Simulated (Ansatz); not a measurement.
# BHF2 + NH3: a complex and its separated parts

The complex below is one end of an elementary step. How strongly is it bound against its free parts?

Method: PBE0-D4/def2-TZVP structures, single points in def2-TZVPP, no counterpoise correction; program: Ansatz 0.2.0, Gaussian basis.

Levels: SPW92, PBE-D4, BLYP-D4, r2SCAN-D4, B97M-V, PBE0-D4, B3LYP-D4, r2SCAN0-D4, BHLYP-D4, CAM-B3LYP-D4, wB97X-V, wB97M-V, B2PLYP, PBE-QIDH, RPA on PBE, Hartree-Fock, MP2, CCSD, CCSD(T).

Cores are frozen in the correlated methods. B3LYP uses VWN-RPA correlation. B2PLYP carries no dispersion term here.

78 further runs of the same task are left out: 78 set aside as unsound or not needed.

## 1. The starting structure

The complex: 8 atoms, charge 0, spin multiplicity 1.

Atoms are counted from 1 here; the program's logs count them from 0.

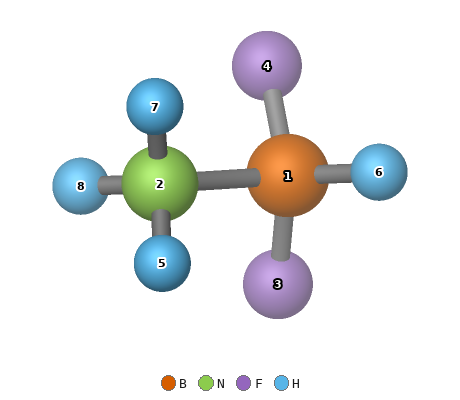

Start geometry, drawn with boron orange, nitrogen green, fluorine purple, hydrogen blue; atoms are numbered from 1 in the order of the file.

Coordinates:

```mol
BF2H4N
  3D, bonds by distance, orders not assigned

  8  7  0  0  0  0  0  0  0  0999 V2000
   -0.8375   -0.1374    0.0208 B   0  0
    0.8052    0.1836    0.0160 N   0  0
   -1.1656   -0.0892   -1.3177 F   0  0
   -0.9014   -1.4089    0.5507 F   0  0
    0.9929    1.0955   -0.3872 H   0  0
   -1.3460    0.7278    0.7039 H   0  0
    1.1802    0.1533    0.9584 H   0  0
    1.2724   -0.5247   -0.5448 H   0  0
  1  2  8  0
  1  3  8  0
  1  4  8  0
  1  6  8  0
  2  5  8  0
  2  7  8  0
  2  8  8  0
M  END
```

Its parts: BHF2 holds atoms 1, 3, 4, 6; NH3 holds atoms 2, 5, 7, 8. Each part counts its atoms afresh in its own runs.

## 2. Relaxing BHF2 alone

Contents of relax-a/in.yaml:

```yaml
crystal:
  periodic: [false, false, false]
  atoms:
    - {symbol: B, position_ang: [-0.837541, -0.137422, 0.020751]}
    - {symbol: F, position_ang: [-1.165579, -0.089163, -1.317719]}
    - {symbol: F, position_ang: [-0.901378, -1.408949, 0.550665]}
    - {symbol: H, position_ang: [-1.346032, 0.727823, 0.703947]}
basis:
  gaussian: {orbitals: def2-TZVP}
hamiltonian: {xc: pbe0, dispersion: d4}
relax: {f_tol: 0.005, max_steps: 200}
```

The run is started by

```bash
ansatz run in.yaml --threads 2 --pin off --events-out ev --progress --plain --max-ram 4352MiB
```

Further steps of the session: Relaxing NH3 alone; SPW92/def2-TZVPP; PBE-D4/def2-TZVPP; BLYP-D4/def2-TZVPP; r2SCAN-D4/def2-TZVPP; B97M-V/def2-TZVPP; PBE0-D4/def2-TZVPP; B3LYP-D4/def2-TZVPP; r2SCAN0-D4/def2-TZVPP; BHLYP-D4/def2-TZVPP; CAM-B3LYP-D4/def2-TZVPP; wB97X-V/def2-TZVPP; wB97M-V/def2-TZVPP; B2PLYP/def2-TZVPP; PBE-QIDH/def2-TZVPP; RPA on PBE/def2-TZVPP; CCSD(T)/def2-TZVPP; Vibrations of BHF2; Vibrations of NH3.

**Question.** What will these runs give? Wanted: complex less parts, CCSD(T)/def2-TZVPP; with zero-point energy; largest T1 diagnostic.

As calculated:

| quantity | value |
| --- | --- |
| complex less parts, CCSD(T)/def2-TZVPP | -0.802 eV |
| with zero-point energy | -0.632 eV |
| largest T1 diagnostic | 0.013 |

At CCSD(T) the complex lies 0.802 eV below its parts. BHLYP-D4 is the best functional here (+0.002 eV from CCSD(T)); SPW92 is the worst (-0.418 eV). Mean unsigned error by rung: LDA 0.418, GGA 0.083, meta-GGA 0.045, hybrid 0.062, range-separated hybrid 0.025, double hybrid 0.079 eV. PBE-D4 gives a relative energy 0.048 eV too low, outside chemical accuracy (1 kcal/mol, 0.043 eV). No counterpoise was applied, and triple zeta lacks some correlation, so the CCSD(T) reference has a basis error of its own, and close matches with it are partly luck.
